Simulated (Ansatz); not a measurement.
```yaml
atoms:
  - { symbol: Ge, position_ang: [-0.8229, -0.0922, 0.4570] }
  - { symbol: H, position_ang: [1.6196, -0.0840, 1.7234] }
  - { symbol: Cl, position_ang: [2.5721, 0.1110, 0.8031] }
  - { symbol: O, position_ang: [-1.2501, 1.3984, -0.4601] }
  - { symbol: H, position_ang: [-1.4342, 1.2008, -1.4045] }
  - { symbol: F, position_ang: [-1.0101, -1.2470, -0.8930] }
```

Not at a stationary point (largest force 1.0 eV/Å).

Level of theory: RKS PBE-D4/def2-SVP in Ansatz 0.2.0.

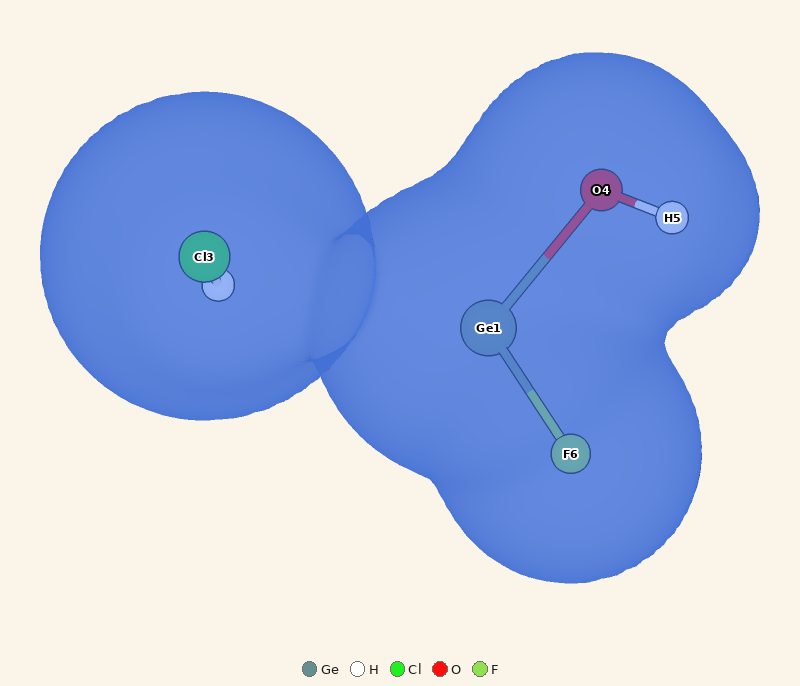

FGeHO···HCl. Isosurface of the electron density at 0.05 e/Å³ (blue), seen across its widest extent.

How is the density connected at this value?

At this value the surface is in one piece. It bridges the sampled Ge···H (2.75 Å), Ge–F (1.79 Å), Ge–O (1.80 Å) and O–H (0.98 Å) contacts, where the density stays above the isovalue. On the grid the lowest density along these lines, outside the cores, is 0.08 e/Å³ (Ge···H, 2.75 Å), 0.81 e/Å³ (Ge–F, 1.79 Å), 0.89 e/Å³ (Ge–O, 1.80 Å) and 2.2 e/Å³ (O–H, 0.98 Å).
